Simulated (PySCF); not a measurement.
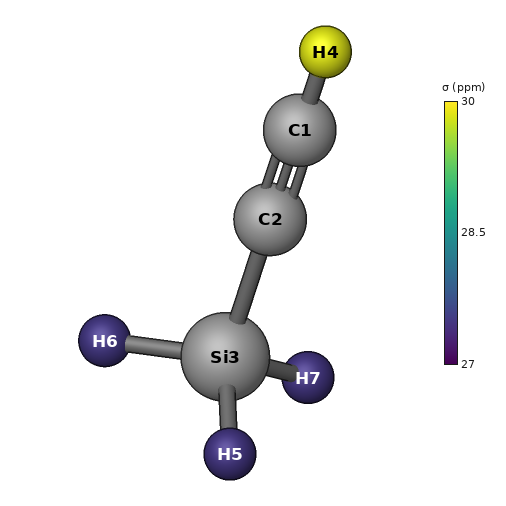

Atoms are coloured by their isotropic NMR shieldings (H only, the others grey). Computed geometry: GFN2-xTB optimisation. No frequency run is at hand to confirm it as a minimum. Method: GIAO PBE0/pcSseg-1 NMR shielding, non-relativistic, gas phase (PySCF 2.14.0).

Give the isotropic NMR shieldings of the H atoms atom by atom.

```tsv
atom	σ (ppm)
H4	29.84
H5	27.49
H6	27.50
H7	27.49
```

The geometry is semi-empirical. Around Si such bond lengths and angles can be off by a tenth of an ångström or more and by several degrees, and values that hang on the shape move with them.
